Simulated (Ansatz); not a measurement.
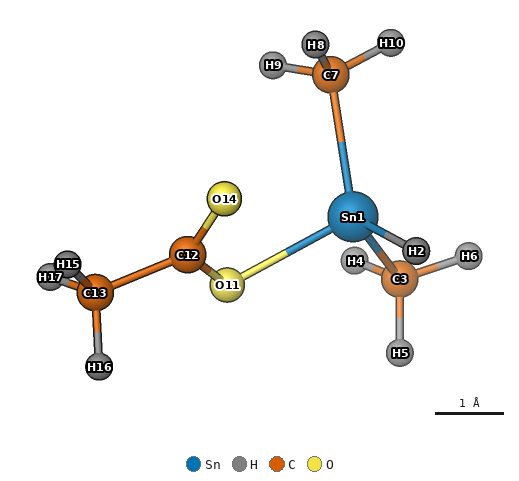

The input geometry of the first run (ball-and-stick view, seen at a tilt; atoms are numbered from 1 in the order of the input). Sticks mark near contacts. Bond lengths as drawn: C–C 1.51 Å, C–H 1.10 to 1.11 Å, C–O 1.24 to 1.32 Å, C–Sn 2.16 to 2.17 Å, H–Sn 1.73 Å and O–Sn 2.13 Å.

## Two runs on C₄H₁₀O₂Sn

System: C₄H₁₀O₂Sn (SnHMe2(OAc)).
Method of the first run: RKS r2SCAN-D4/def2-TZVP (Ansatz 0.2.0).

The geometry comes from this level: PBE-D4/def2-SVP. Text and figures count atoms from 1; the logs count them from 0 in places.

Input file, the first run:
```yaml
crystal:
  periodic: [false, false, false]
  atoms:
    - {symbol: Sn, position_ang: [0.742587, 0.710429, 0.589887]}
    - {symbol: H, position_ang: [0.841174, 0.606512, 2.313421]}
    - {symbol: C, position_ang: [2.706996, 0.559396, -0.315754]}
    - {symbol: H, position_ang: [2.606960, 0.541749, -1.417867]}
    - {symbol: H, position_ang: [3.203046, -0.371980, 0.017509]}
    - {symbol: H, position_ang: [3.328790, 1.427361, -0.020896]}
    - {symbol: C, position_ang: [-0.406090, 2.331822, -0.252639]}
    - {symbol: H, position_ang: [-1.342591, 2.449856, 0.322035]}
    - {symbol: H, position_ang: [-0.648689, 2.078565, -1.303310]}
    - {symbol: H, position_ang: [0.184638, 3.268685, -0.232964]}
    - {symbol: O, position_ang: [0.027084, -1.147322, -0.175756]}
    - {symbol: C, position_ang: [-1.203149, -1.234820, 0.287435]}
    - {symbol: C, position_ang: [-1.956992, -2.481042, -0.119482]}
    - {symbol: O, position_ang: [-1.692484, -0.348197, 1.003155]}
    - {symbol: H, position_ang: [-2.968452, -2.480531, 0.322067]}
    - {symbol: H, position_ang: [-1.398021, -3.380024, 0.207721]}
    - {symbol: H, position_ang: [-2.024799, -2.530458, -1.224562]}
basis:
  gaussian: {orbitals: def2-TZVP, initial_orbitals: start.molden}
hamiltonian: {xc: r2scan, dispersion: d4}
scf: {omitted_lower_state_checks: [starts]}
output: {orbitals: {seedname: orbitals}}
```

Command:
```bash
ansatz run in.yaml --threads 2 --pin off --events-out ev --progress --plain --max-ram 32768MiB --backend cuda --devices 0, --max-vram 18GiB
```

Hardware: 2 CPU threads, shared host.

Output (the first run):
```
Functional definition: r2SCAN
  parameter k0 = 0.174
  parameter k1 = 0.065
  parameter a1 = 4.9479
  exchange = r2scan_x(k0 = k0, k1 = k1, a1 = a1)
  correlation = r2scan_c
these checks for a lower state are left out or cut short: starts
1850 factors; their error is unknown
mean field evaluation 1: about -14238.9314 eV, gradient 6.4e0 eV
mean field evaluation 2: about -14238.9932 eV, gradient 6.3e-2 eV
mean field evaluation 4: about -14238.9550 eV, gradient 4.1e-4 eV
mean field -14238.95504498 eV, -523.2719463925 hartree, gradient 1.5e-5 eV, S^2 0.000000; 0 other end points of the search recorded, 0 dependent functions left out
reference -14238.95506191 eV, -523.2719470148 hartree; 36, 36 occupied and 260, 260 virtual orbitals, 1850 factors
Total energy: -14239.05605135 eV, -523.2756583084 hartree
Checks for a lower state left out: starts
```

The second run used a changed input.

The two runs side by side:

| quantity | the first run | the second run |
| --- | --- | --- |
| outcome | converged | converged |
| total energy (hartree) | −523.275658 | −523.081732 |
| HOMO (eV) | −6.42 | −1.25 |
| LUMO (eV) | −0.54 | −5.85 |
| basis functions | 296 | 296 |
| ⟨S²⟩ | – | 2.011 |
| wall time (shared host) | 6.5 s | 11 s |

Which change of the input explains these differences?

The change (lines with − go, lines with + come):
```diff
+magnetization: {spin_polarized: true, initial_magnetization: 2}
```

With the same method and basis, the second run lies 121.7 kcal/mol higher. The HOMO goes from −6.42 to −1.25 eV. The LUMO goes from −0.54 to −5.85 eV.

Output (the second run):
```
Functional definition: r2SCAN
  parameter k0 = 0.174
  parameter k1 = 0.065
  parameter a1 = 4.9479
  exchange = r2scan_x(k0 = k0, k1 = k1, a1 = a1)
  correlation = r2scan_c
these checks for a lower state are left out or cut short: starts
1850 factors; their error is unknown
mean field evaluation 1: about -14233.6382 eV, gradient 4.9e0 eV
mean field evaluation 2: about -14233.7157 eV, gradient 1.3e-1 eV
mean field evaluation 4: about -14233.6780 eV, gradient 9.5e-3 eV
mean field evaluation 8: about -14233.6780 eV, gradient 2.4e-5 eV
mean field evaluation 16: about -14233.6780 eV, gradient 4.1e-6 eV
mean field -14233.67803940 eV, -523.0780200143 hartree, gradient 4.1e-6 eV, S^2 2.011412; 0 other end points of the search recorded, 0 dependent functions left out
reference -14233.67806294 eV, -523.0780208796 hartree; 37, 35 occupied and 259, 261 virtual orbitals, 1850 factors
Total energy: -14233.77905239 eV, -523.0817321732 hartree
Checks for a lower state left out: starts
```
